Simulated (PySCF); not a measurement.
# C5H2FN: a tour of settings

Which settings matter for C5H2FN (`N#C/C=C1C=C/1F`)?

The runs use PySCF 2.14.0, with density-fitted response routines of our own; the level of theory stands in each step. All values are computed, except where a source is named. Atoms are numbered from 0 throughout.

## Step 1: The molecule as given

9 atoms, charge 0, multiplicity 1; geometry from: GFN2-xTB.

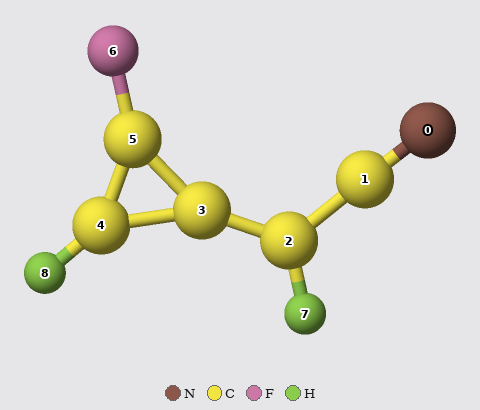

The starting geometry (nitrogen brown, carbon yellow, fluorine pink, hydrogen green), atoms numbered; sticks join atoms by distance.

## Step 2: Shielding tensors: PBE0/pcSseg-1

The job: settings as JSON, then the geometry in Å.

```
{"job": {"kind": "nmr", "xc": "PBE0", "basis": "pcSseg-1"}, "charge": 0, "multiplicity": 1}
N      2.945144     1.018880    -0.352505
C      2.072439     0.310102    -0.123423
C      1.019313    -0.576240     0.161375
C     -0.250010    -0.209931     0.065042
C     -1.686717    -0.473210     0.163734
C     -1.289042     0.733447    -0.210775
F     -1.624740     1.939281    -0.575349
H      1.294918    -1.576456     0.463519
H     -2.467743    -1.159880     0.383202
```

Method: GIAO PBE0/pcSseg-1 NMR shielding, non-relativistic, gas phase.

On the command line:

```sh
$ OMP_NUM_THREADS=1 python probes_run.py task.json out
```

This one command runs all jobs of the session in turn.

Log:

```text
coarse grid: 8824 points
cycle   1  E = -345.6305074395  dE =  1.441e+00  |g| = 5.777e-01  |ddm| = 3.084e+00
cycle   2  E = -345.4585332801  dE =  1.720e-01  |g| = 1.061e+00  |ddm| = 1.569e+00
cycle   3  E = -345.7062588464  dE = -2.477e-01  |g| = 1.699e-01  |ddm| = 1.020e+00
cycle   4  E = -345.7114925989  dE = -5.234e-03  |g| = 7.949e-02  |ddm| = 1.874e-01
cycle   5  E = -345.7128441120  dE = -1.352e-03  |g| = 1.994e-02  |ddm| = 7.599e-02
cycle   6  E = -345.7129273770  dE = -8.326e-05  |g| = 6.402e-03  |ddm| = 1.992e-02
cycle   7  E = -345.7129363541  dE = -8.977e-06  |g| = 1.424e-03  |ddm| = 6.494e-03
final grid: 89384 points
cycle   8  E = -345.7601438946  dE = -2.013e-05  |g| = 5.665e-03  |ddm| = 2.691e-02
cycle   9  E = -345.7601367419  dE =  7.153e-06  |g| = 8.472e-03  |ddm| = 1.144e-02
cycle  10  E = -345.7601508704  dE = -1.413e-05  |g| = 1.238e-03  |ddm| = 7.348e-03
cycle  11  E = -345.7601511916  dE = -3.212e-07  |g| = 3.068e-04  |ddm| = 1.371e-03
cycle  12  E = -345.7601512104  dE = -1.885e-08  |g| = 1.316e-04  |ddm| = 3.346e-04
cycle  13  E = -345.7601512131  dE = -2.725e-09  |g| = 6.262e-05  |ddm| = 1.211e-04
cycle  14  E = -345.7601512140  dE = -8.783e-10  |g| = 8.726e-06  |ddm| = 5.009e-05
converged SCF energy = -345.7601512140

GIAO shielding tensors (ppm)
atom      isotropic    diamagn.    paramagn.     s11        s22        s33       span
  0 N      -44.028     340.753    -384.780   -213.439   -158.214    239.570    453.009
  1 C       65.686     259.017    -193.330    -47.547    -46.243    290.849    338.396
  2 C      130.734     252.509    -121.775     72.311    145.988    173.902    101.592
  3 C       48.744     253.612    -204.868    -78.874     46.013    179.094    257.968
  4 C       73.781     256.687    -182.906    -23.884     71.035    174.193    198.077
  5 C       18.513     249.033    -230.520    -73.159     44.353     84.344    157.502
  6 F      277.661     469.479    -191.818     82.892    246.810    503.280    420.388
  7 H       27.448      28.020      -0.572     22.992     28.512     30.840      7.848
  8 H       25.277      31.586      -6.309     23.800     24.404     27.627      3.827
```

Run time: 25 s. Hardware: 1 thread of AMD EPYC, shared host; peak memory 0.6 GiB.

Shifts follow as δ = σ(reference) − σ, with reference shieldings (ppm) from runs at the same level and on the same kind of geometry: 1H TMS 31.72, 13C TMS 186.9, 19F CFCl3 170.9, 15N NH3 267.7. The references are single molecules in the gas phase, so shifts against H2O, NH3, PH3, H3PO4 or CFCl3 are not on the usual liquid scales and can be off by tens of ppm.

| atoms | environment | σ (ppm) | δ (ppm) | δ scaled to CDCl3 |
| --- | --- | --- | --- | --- |
| C5 | fully substituted alkene carbon | 18.5 | 168.4 | 162.5 |
| C3 | fully substituted alkene carbon | 48.7 | 138.2 | 132.9 |
| C1 | nitrile carbon | 65.7 | 121.2 | 116.4 |
| C4 | alkene CH | 73.8 | 113.1 | 108.5 |
| C2 | alkene CH | 130.7 | 56.2 | 52.9 |
| H8 | hydrogen on an alkene CH | 25.28 | 6.44 | 6.18 |
| H7 | hydrogen on an alkene CH | 27.45 | 4.27 | 4.13 |
| N0 | nitrile nitrogen | -44.0 | 311.8 | – |
| F6 | vinylic fluorine | 277.7 | -106.7 | – |

The scaled column applies a straight-line fit of computed shieldings to shifts measured in CDCl3, and one for carbons that bear F (root-mean-square error 0.16 ppm for H, 1.9 ppm for C).

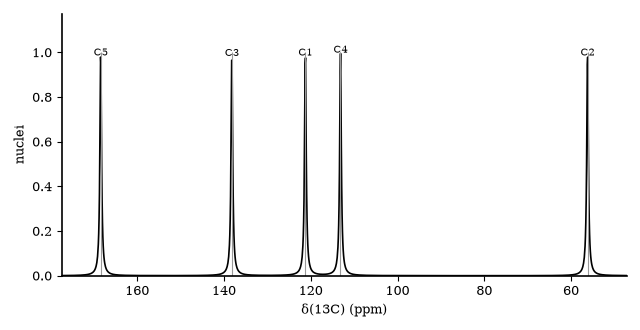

13C lines at the computed shifts, without couplings. Lines are broadened to a width of 0.45 ppm (Lorentzian).

Charges from the same density, by scheme (e):

| atoms | Mulliken | IAO | Hirshfeld | ESP fit |
| --- | --- | --- | --- | --- |
| N0 | -0.27 | -0.27 | -0.25 | -0.54 |
| C1 | 0.10 | 0.14 | 0.06 | 0.58 |
| C2 | -0.20 | -0.32 | -0.10 | -0.78 |
| C3 | 0.04 | 0.06 | 0.02 | 0.30 |
| C4 | -0.08 | -0.16 | -0.01 | -0.27 |
| C5 | 0.34 | 0.35 | 0.13 | 0.24 |
| F6 | -0.18 | -0.19 | -0.02 | -0.08 |

Hirshfeld charges:

| atom | value (e) |
| --- | --- |
| N0 | -0.25 |
| C1 | 0.06 |
| C2 | -0.10 |
| C3 | 0.02 |
| C4 | -0.01 |
| C5 | 0.13 |
| F6 | -0.02 |
| H7 | 0.06 |
| H8 | 0.10 |

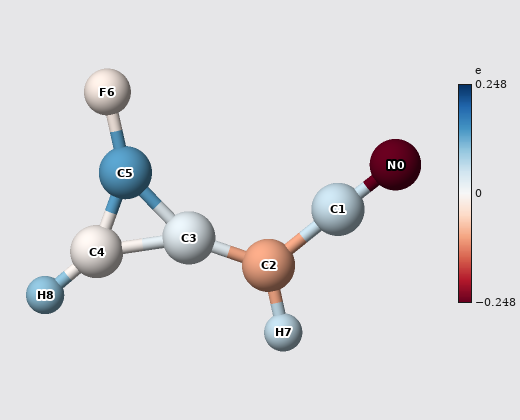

Hirshfeld charges, as colours on the atoms.

Mayer bond orders: N0–C1 3.01, C1–C2 1.09, C2–C3 1.67, C3–C4 0.80, C4–C5 1.60, C5–F6 1.09, C5–C3 1.02.

Ring of atoms C3, C4, C5: NICS(0) -27.9, NICS(1) -7.4, NICS(1)zz -9.8 ppm (means of both faces).

The fields below are evaluated on a grid from the run's orbitals.

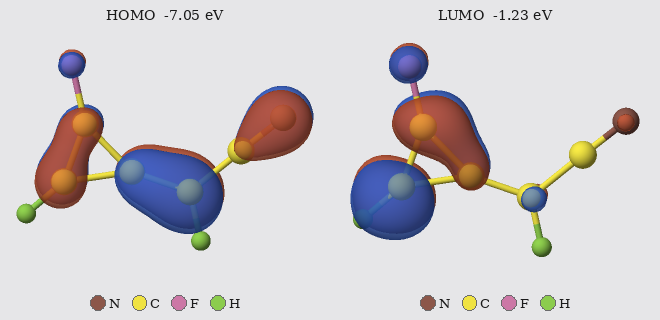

PBE0/pcSseg-1 orbitals near the gap, drawn at the value that encloses 70 % of each; the two colours are the two signs.

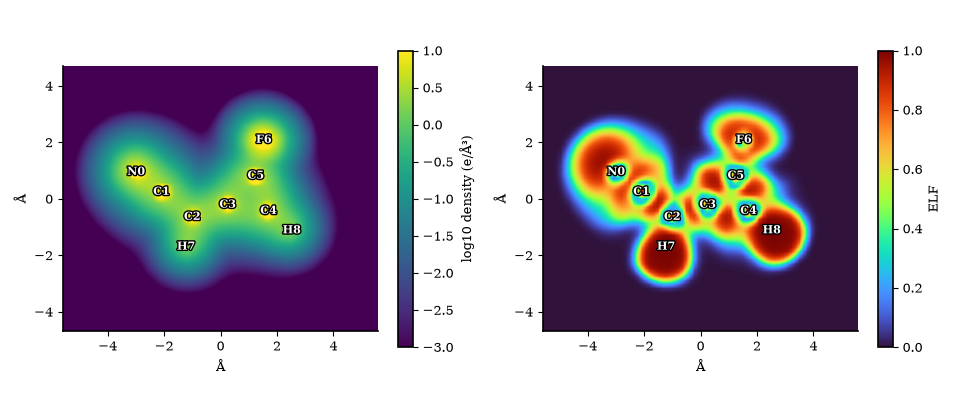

Density (left) and ELF (right) in a plane through or near 9 of the atoms.

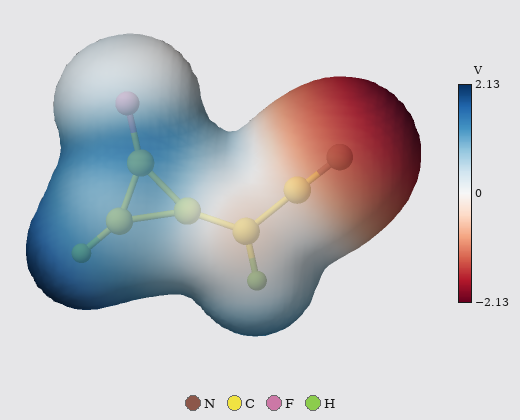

Electrostatic potential on the surface of density 0.002 e/bohr³; red is low, blue high. It runs, from the 1st to the 99th percentile, from -2.10 V near N0 to 2.13 V near H8.

## Step 3: TDDFT and polarisability: PBE0/def2-SVPD

The job, as its differences from that of step 2:

```diff
@@ -1,2 +1,2 @@
-{"job": {"kind": "nmr", "xc": "PBE0", "basis": "pcSseg-1"}, "charge": 0, "multiplicity": 1}
+{"job": {"kind": "uv", "xc": "PBE0", "basis": "def2-SVPD", "nstates": 6, "ntriplets": 2}, "charge": 0, "multiplicity": 1}
 N      2.945144     1.018880    -0.352505
```

With the program's defaults for keys left out, this is: TDDFT PBE0/def2-SVPD, vertical, gas phase, core orbitals frozen in the response.

Log:

```text
coarse grid: 8824 points
cycle   1  E = -345.4295245303  dE =  1.388e+00  |g| = 5.522e-01  |ddm| = 5.755e+00
cycle   2  E = -345.2613094003  dE =  1.682e-01  |g| = 1.025e+00  |ddm| = 2.075e+00
cycle   3  E = -345.5019812350  dE = -2.407e-01  |g| = 1.651e-01  |ddm| = 1.430e+00
cycle   4  E = -345.5070738614  dE = -5.093e-03  |g| = 7.608e-02  |ddm| = 2.809e-01
cycle   5  E = -345.5083510458  dE = -1.277e-03  |g| = 1.886e-02  |ddm| = 1.208e-01
cycle   6  E = -345.5084298573  dE = -7.881e-05  |g| = 6.115e-03  |ddm| = 3.431e-02
cycle   7  E = -345.5084383784  dE = -8.521e-06  |g| = 1.225e-03  |ddm| = 1.020e-02
final grid: 89384 points
cycle   8  E = -345.5555503048  dE = -1.568e-05  |g| = 5.434e-03  |ddm| = 6.242e-02
cycle   9  E = -345.5555436062  dE =  6.699e-06  |g| = 8.073e-03  |ddm| = 1.902e-02
cycle  10  E = -345.5555568526  dE = -1.325e-05  |g| = 1.109e-03  |ddm| = 9.987e-03
cycle  11  E = -345.5555571293  dE = -2.768e-07  |g| = 2.753e-04  |ddm| = 1.915e-03
cycle  12  E = -345.5555571454  dE = -1.612e-08  |g| = 1.019e-04  |ddm| = 5.164e-04
cycle  13  E = -345.5555571470  dE = -1.539e-09  |g| = 5.539e-05  |ddm| = 1.608e-04
cycle  14  E = -345.5555571477  dE = -7.092e-10  |g| = 8.248e-06  |ddm| = 7.181e-05
converged SCF energy = -345.5555571477

Static polarisability (au): isotropic 62.895, principal 36.991 57.293 94.400

Singlet excitations
state   eV       nm        f      main configurations
  1   4.7750    259.7   0.04316   H->L 0.95
  2   5.8390    212.3   0.00078   H->L+2 0.98
  3   6.2432    198.6   0.00241   H->L+3 0.88
  4   6.2982    196.9   0.52683   H->L+1 0.90
  5   6.8627    180.7   0.00007   H-1->L 0.77, H-1->L+1 0.18
  6   6.9804    177.6   0.00000   H->L+4 0.97

Triplet excitations (Tamm-Dancoff, eV): 3.5694 4.3140
```

Wall time 43 s (1 thread of AMD EPYC, shared host); peak memory 0.7 GiB.

The orbitals next to the gap, with their largest atomic shares:

| orbital | eV | atoms |
| --- | --- | --- |
| HOMO−3 | -10.14 | C1 34 %, N0 34 %, C2 12 % |
| HOMO−2 | -9.86 | N0 75 %, C1 16 % |
| HOMO−1 | -9.32 | N0 48 %, C1 38 %, C2 7 % |
| HOMO | -7.08 | C2 29 %, N0 19 %, C3 17 % |
| LUMO | -1.33 | C4 41 %, C5 26 %, C3 10 % |
| LUMO+1 | -0.29 | C3 28 %, C5 17 %, C2 15 % |
| LUMO+2 | -0.01 | C5 38 %, C4 20 %, F6 17 % |

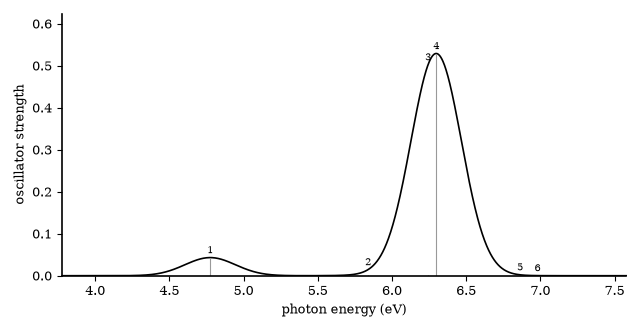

Absorption spectrum from the 6 singlet states computed; above the last one it falls off for lack of states. Lines are broadened to a width of 0.40 eV (Gaussian).

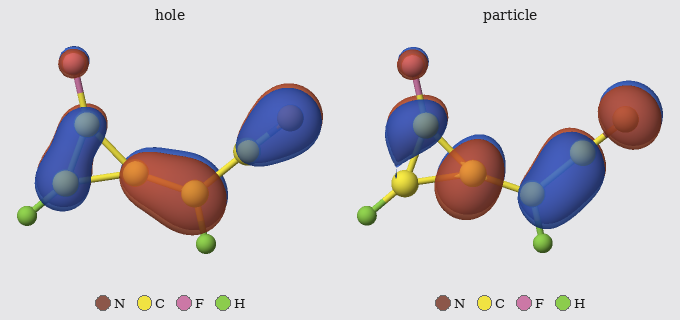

Leading natural transition orbitals of singlet state 4: the electron leaves the hole (left) for the particle orbital (right).

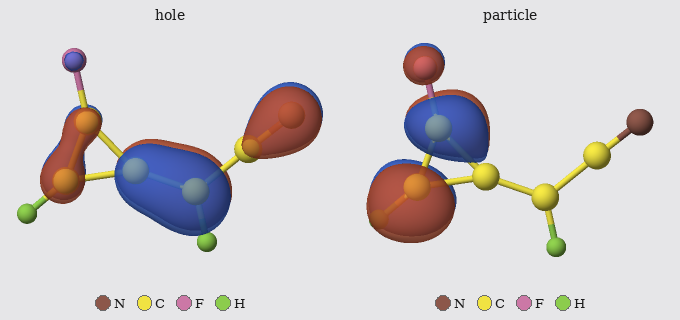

Leading natural transition orbitals of singlet state 1: the electron leaves the hole (left) for the particle orbital (right).

Ground-state properties from the same run:

| property | computed |
| --- | --- |
| dipole moment (D) | 6.44 |
| polarisability (Å³) | 9.32 |
| HOMO–LUMO gap (eV) | 5.75 |
| −ε(HOMO) (eV) | 7.08 |

[end of part 1 of 2]
